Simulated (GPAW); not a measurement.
# Quasiparticle gap of BaTiO3 (P4mm) in GPAW, part 2 of 2

Aim: the G0W0 gap of BaTiO3 (P4mm) on PBE, step by step.

GPAW 26.7.0; PBE and many-body steps on it, plane waves. Known limits of the many-body steps: not at the basis limit; no spin-orbit coupling; coarse k mesh.

So far. Step 3 (Bands along the symmetry lines): The gap is 1.813 eV, as in the run before at this level. Step 4 (Empty states on the mesh, 4×4×4 mesh, 278 bands): On this mesh the gap is 1.813 eV.

The database entry behind the starting cell differs from later determinations by our own check (c/a about 0.6 % short), so it need not match the best structure at ambient conditions.

**5. Screening and self-energy, 4×4×4 mesh, 268 bands, screening to 150 eV**

G0W0 replaces the xc potential by the self-energy, built once from these orbitals. Only a window of levels is corrected, while the sums run over the empty bands that the input names.

This step: G0W0 on PBE, plane waves, PAW.

The input, run.py:

```python
import json
import numpy as np
from gpaw.mpi import world
from gpaw.response.g0w0 import G0W0

gw = G0W0('full.gpw',
    filename='gw',
    kpts=[0, 17],
    bands=(18, 22),
    ecut=150,
    nbands=268,
    integrate_gamma='WS',
    ppa=True)
gw.calculate()
res = {mode: {k: v for k, v in r.items() if k != 'sigma_eskwn'}
       for mode, r in gw.all_results.items()}

if world.rank == 0:
    with open('result.json', 'w') as f:
        json.dump(res, f, default=lambda x: x.tolist())
```

Launch:

```bash
$ mpirun -n 4 gpaw python run.py
```

Numbers of over 12 decimals in the logs are rounded to 6 here.

Output:

```text
Using integrator: PointIntegrator
FrequencyGridDescriptor(from 0.000+0.000j to 0.000+27.211j eV, 2 points)
Nonperiodic BCs:  [False False False]
Using integrator: PointIntegrator
FrequencyGridDescriptor(from 0.000+0.000j to 0.000+27.211j eV, 2 points)
Nonperiodic BCs:  [False False False]
  ___  _ _ _
 |   || | | |
 | | || | | |
 |__ ||_____|
 |___|

BZ k-points: Symmetries present (total): 8

  [... matrices ...]
64 k-points: 4 x 4 x 4 Monkhorst-Pack grid + [1/8,1/8,1/8]
18 k-points in the irreducible part of the Brillouin zone
       k-points in crystal coordinates                weights
   0:     0.00000000    0.00000000    0.00000000          1/64
   1:     0.00000000    0.00000000    0.25000000          2/64
   2:     0.00000000    0.00000000    0.50000000          1/64
   3:     0.25000000    0.00000000    0.00000000          4/64
   4:     0.25000000    0.00000000    0.25000000          8/64
   5:     0.25000000    0.00000000    0.50000000          4/64
   6:     0.25000000    0.25000000    0.00000000          4/64
   7:     0.25000000    0.25000000    0.25000000          8/64
   8:     0.25000000    0.25000000    0.50000000          4/64
   9:     0.50000000    0.00000000    0.00000000          2/64
          ...
  17:     0.50000000    0.50000000    0.50000000          1/64

Distributing spins, k-points and bands (1 x 2 x 4) over 4 processes
Number of blocks: 1

Quasi particle states:
k-points (IBZ indices): [0, 17]
Band range: (18, 22)
  [... matrices ...]
Computational parameters:
Plane wave cut-off: 150 eV
Number of bands: 268
Coulomb cutoff: None
Broadening: 0.1 eV

fxc modes: GW
Kernel: RPA
Using Godby-Needs plasmon-pole approximation:
  Fitting energy: i*E0, E0 = 1.000 Hartree
Summing all q:

Calculating screened Coulomb potential
No Coulomb truncation
FrequencyGridDescriptor(from 0.000+0.000j to 0.000+27.211j eV, 2 points)
Removing empty qpoint cache files...

Calculating chi0 body with:
    Ground state adapter containing:
    Number of spins: 1
    Number of kpoints: 64
    Number of irreducible kpoints: 18
    Number of completely occupied states: 20
    Number of partially occupied states: 20
    Occupied states memory: 4.21875 M / cpu

    Linear response parametrization:
    q_c: [0.0, 0.0, 0.0]
    Number of frequency points: 2
    Planewave cutoff: 150.0
    Number of bands: 268
    Number of planewaves: 253
    Broadening (eta): 1e-06
    comm.size: 4
    kncomm.size: 4
    blockcomm.size: 1

    Memory estimate of potentially large arrays:
        chi0_wGG: 1.953400 M / cpu
Integrating chi0 body.

Symmetries of q_c:
    Direct symmetries (Uq -> q): 8
    Indirect symmetries (TUq -> q): 8
In total 16 allowed symmetries.

  [... matrices ...]
18 groups of equivalent kpoints. 71.875% reduction.

Integral kind: response function
Integrating chi0 head and wings.

Symmetries of q_c:
    Direct symmetries (Uq -> q): 8
    Indirect symmetries (TUq -> q): 8
In total 16 allowed symmetries.

  [... matrices ...]
18 groups of equivalent kpoints. 71.875% reduction.

Integral kind: response function wings

Calculating chi0 body with:
    Ground state adapter containing:
    Number of spins: 1
    Number of kpoints: 64
    Number of irreducible kpoints: 18
    Number of completely occupied states: 20
    Number of partially occupied states: 20
    Occupied states memory: 4.21875 M / cpu

    Linear response parametrization:
[... the further q-points ...]

Results:
f:      Occupation numbers
eps:     KS-eigenvalues [eV]
vxc:     KS vxc [eV]
exx:     Exact exchange [eV]
sigma:   Self-energies [eV]
dsigma:  Self-energy derivatives
Z:       Renormalization factors
qp:      QP-energies [eV]

k-point 0 (0): (0.000, 0.000, 0.000)                GW
band       f     eps     vxc     exx   sigma  dsigma       Z      qp
                                                                   GW
  18   1.000   7.398 -21.144 -25.629   4.134  -0.313   0.762   7.131
  19   1.000   7.398 -21.144 -25.630   4.134  -0.313   0.762   7.130
  20   0.000   9.489 -20.207 -12.591  -5.703  -0.299   0.770  10.962
  21   0.000   9.702 -20.398 -13.096  -5.406  -0.302   0.768  11.159

k-point 1 (17): (0.500, 0.500, 0.500)                GW
band       f     eps     vxc     exx   sigma  dsigma       Z      qp
                                                                   GW
  18   1.000   7.592 -20.810 -25.858   4.645  -0.325   0.755   7.288
  19   1.000   7.676 -20.833 -25.895   4.678  -0.326   0.754   7.386
  20   0.000  11.873 -23.713 -14.744  -6.571  -0.380   0.725  13.612
  21   0.000  11.873 -23.713 -14.744  -6.571  -0.380   0.725  13.612
```

Elapsed: 7.3 min, on 4 MPI ranks of Arm Neoverse N1, shared host; peak memory 1.8 GiB; 29 min of CPU time.

Numbers from this step:

| Property | Result |
| --- | --- |
| G0W0 gap on the points computed | 3.575 eV |
| least direct G0W0 gap on the computed points | 3.831 eV |
| Z at the valence top | 0.7542 |
| Z at the conduction bottom | 0.7695 |
| starting gap on the mesh | 1.813 eV |
| k of the valence top | 0.5, 0.5, 0.5 |
| k of the conduction bottom | 0, 0, 0 |

The gap on the mesh goes from 1.81 eV to 3.58 eV, a correction of +1.76 eV.

Limits: finite bands, cutoff and mesh; no spin-orbit coupling; coarse k mesh. v1 is the top filled band, c1 the lowest empty one. Levels before and after the correction, in eV, zero at the valence-band top of each column:

|  | conduction bottom | valence top |
| --- | --- | --- |
| Kohn-Sham | 1.81 | 0.00 |
| G0W0 | 3.58 | 0.00 |

|  | level | energy (eV) |
| --- | --- | --- |
| Kohn-Sham | Γ v2-v1 | -0.278 |
| Kohn-Sham | Γ c1 | 1.813 |
| Kohn-Sham | Γ c2 | 2.026 |
| Kohn-Sham | (0.5 0.5 0.5) v2 | -0.084 |
| Kohn-Sham | (0.5 0.5 0.5) v1 | 0.000 |
| Kohn-Sham | (0.5 0.5 0.5) c1-c2 | 4.197 |
| G0W0 | Γ v2-v1 | -0.255 |
| G0W0 | Γ c1 | 3.575 |
| G0W0 | Γ c2 | 3.772 |
| G0W0 | (0.5 0.5 0.5) v2 | -0.099 |
| G0W0 | (0.5 0.5 0.5) v1 | 0.000 |
| G0W0 | (0.5 0.5 0.5) c1-c2 | 6.225 |

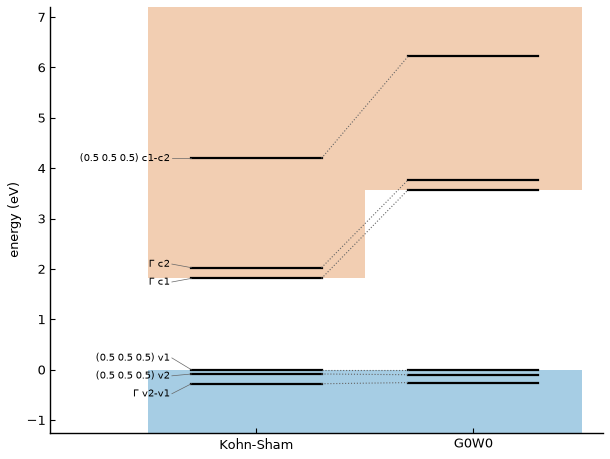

Levels before and after the correction. Shaded: valence and conduction bands.

**6. Where the time went**

Times are wall times on 4 MPI ranks of Arm Neoverse N1, shared host, good to a factor of about two.

| step | time | share | memory (GiB) |
| --- | --- | --- | --- |
| ground state | 28 s | 5 % | 0.76 |
| bands along the symmetry lines | 32 s | 5 % | 0.88 |
| empty states on the mesh | 90 s | 15 % | 2.3 |
| screening and self-energy | 7.3 min | 75 % | 1.8 |

**7. Outcome**

* PBE gap: 1.81 eV, indirect
* G0W0 gap on the mesh: 3.58 eV
* GW settings: 4×4×4 mesh, 268 bands, screening to 150 eV, Godby-Needs plasmon pole
* known limits: not at the basis limit; no spin-orbit coupling; coarse k mesh

What this shows: G0W0 moves the gap on the mesh from 1.81 eV to 3.58 eV (+1.76 eV), with Z of 0.75 and 0.77 at the edges. Only 2 of the mesh's irreducible points were corrected, so a valley elsewhere could overtake. The dearest step here is «screening and self-energy». Bands and cutoff are finite, so the gap is not at the basis limit. The miss can reach some tenths of an eV and take either sign; the mesh is an error of its own. These stock PAW sets were not made for GW. In the G0W0 run levels were corrected at 2 k points alone, so a gap called «on the mesh» is the least over those, and an edge elsewhere would be missed. The 4×4×4 mesh is coarse for this cell, which bears on the long-range parts of exchange and screening. The many-body steps are scalar-relativistic: spin-orbit coupling is not in them.

[Paths, hosts, dates, memory and timing lines, banners, echoed tables and standing remarks are left out of the program output.]

[Logs are printed without paths, hosts, clocks, repeated set-up lines and the standing remarks that a program may print on its own settings, such as how far it seeks lower states.]

[Runs of the session that timed out or met a known fault of the program may be left out.]

[Hosts, paths, dates, database ids (printed as entryN), source tags and the programs' standing remarks are cut or masked in the printed files.]
